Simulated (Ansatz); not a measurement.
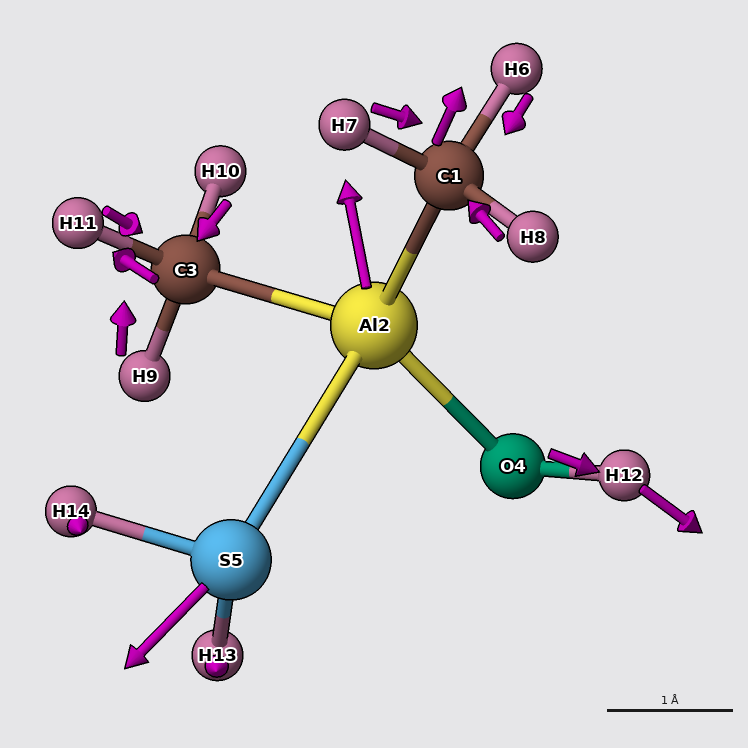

Arrows show the forces on the atoms, 10 Å of arrow for 1 eV/Å; forces under a tenth of the largest aren't drawn. Level of theory: B3LYP-D4/def2-TZVPP (Ansatz 0.2.0).

Which bond do the forces act along most?

Answer. Al2–S5, now 2.625 Å: the forces push its atoms apart, so a first step downhill lengthens it.

List the force components in the frame of the picture (x right, y up, z towards the viewer), in eV/Å.

| atom | Fx | Fy | Fz |
| --- | --- | --- | --- |
| C1 | 0.02 | 0.05 | 0.04 |
| Al2 | −0.02 | 0.09 | −0.02 |
| C3 | −0.03 | 0.02 | −0.05 |
| O4 | 0.04 | −0.02 | 0.00 |
| S5 | −0.07 | −0.07 | 0.01 |
| H6 | −0.02 | −0.03 | 0.03 |
| H7 | 0.04 | −0.01 | −0.02 |
| H8 | −0.03 | 0.03 | −0.02 |
| H9 | 0.00 | 0.04 | 0.02 |
| H10 | −0.02 | −0.03 | 0.02 |
| H11 | 0.03 | −0.02 | −0.03 |
| H12 | 0.05 | −0.04 | −0.02 |
| H13 | 0.00 | −0.01 | 0.02 |
| H14 | 0.00 | −0.01 | 0.02 |
